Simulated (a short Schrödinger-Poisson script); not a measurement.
System: gated In0.52Al0.48As/In0.53Ga0.47As modulation-doped gas in a quantum well, at 300 K.

```tsv
layer	material	thickness (nm)	Nd (cm⁻³)	Na (cm⁻³)
1	In0.52Al0.48As	15	-	-
2	In0.52Al0.48As	10	2.1e18	-
3	In0.52Al0.48As	5	-	-
4	In0.53Ga0.47As	20	-	-
5	In0.52Al0.48As	4000	-	2e15
```

The device is made up for the run: typed textbook-type constants, with dimensions and the other settings drawn at random. In0.52Al0.48As: permittivity 12.5, conduction-band edge (eV) 0.52, gap (eV) 1.45, electron mass (mₑ) 0.075, Nv at 300 K (cm⁻³) 1.1e19. In0.53Ga0.47As: permittivity 13.9, conduction-band edge (eV) 0, gap (eV) 0.74, Nv at 300 K (cm⁻³) 7.7e18.

Channel valleys (confinement mass, in-plane density-of-states mass, number): Γ 0.041, 0.041, 1. At the gate the conduction-band edge of layer 1 lies 0.65 eV − eVg above the Fermi level of the channel; the field vanishes at the back. The barrier under the gate holds no holes. Gaps are held at their typed values at every temperature. Mesh 0.08 nm at interfaces.

Solved with a short Schrödinger-Poisson script written for these runs: 1D Poisson equation in equilibrium, electrons quantum, Hartree (BenDaniel-Duke, 40 states a valley, the channel's in-plane mass for all, wave functions free to enter the barrier), parabolic valleys, classical holes, full ionisation, no traps, pinning or gate leakage.

Only gate voltages with over 1e8 electrons/cm² are shown.

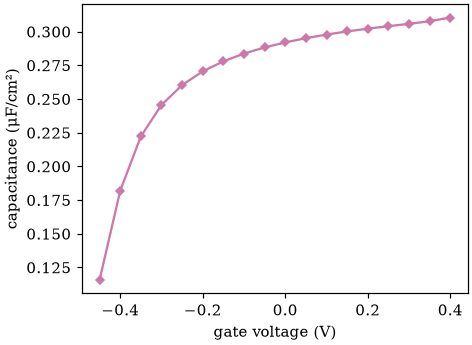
Quasi-static capacitance against gate voltage

| Vg (V) | electrons (cm⁻²) | in the channel layer | C (μF/cm²) | Γ E0 (meV) | Γ E1 (meV) |
|---|---|---|---|---|---|
| 0.4 | 1.47e12 | 1.44e12 | 0.310 | -65.3 | 1.2 |
| 0.35 | 1.37e12 | 1.35e12 | 0.308 | -60.9 | 4.1 |
| 0.3 | 1.28e12 | 1.25e12 | 0.306 | -56.4 | 7.2 |
| 0.25 | 1.18e12 | 1.16e12 | 0.304 | -51.8 | 10.4 |
| 0.2 | 1.09e12 | 1.07e12 | 0.302 | -47.0 | 13.8 |
| 0.15 | 9.95e11 | 9.79e11 | 0.300 | -42.2 | 17.4 |
| 0.1 | 9.02e11 | 8.88e11 | 0.298 | -37.2 | 21.2 |
| 0.05 | 8.09e11 | 7.98e11 | 0.295 | -32.0 | 25.2 |
| 0 | 7.18e11 | 7.09e11 | 0.292 | -26.5 | 29.6 |
| -0.05 | 6.28e11 | 6.20e11 | 0.288 | -20.7 | 34.4 |
| -0.1 | 5.39e11 | 5.33e11 | 0.284 | -14.5 | 39.7 |
| -0.15 | 4.52e11 | 4.47e11 | 0.278 | -7.8 | 45.6 |
| -0.2 | 3.67e11 | 3.63e11 | 0.271 | -0.3 | 52.4 |
| -0.25 | 2.84e11 | 2.82e11 | 0.260 | 8.3 | 60.4 |
| -0.3 | 2.06e11 | 2.04e11 | 0.246 | 18.5 | 70.1 |
| -0.35 | 1.34e11 | 1.33e11 | 0.222 | 31.3 | 82.6 |
| -0.4 | 7.19e10 | 7.14e10 | 0.182 | 48.8 | 99.9 |
| -0.45 | 2.76e10 | 2.74e10 | 0.116 | 74.7 | 125.6 |

Subbands count from the Fermi level.
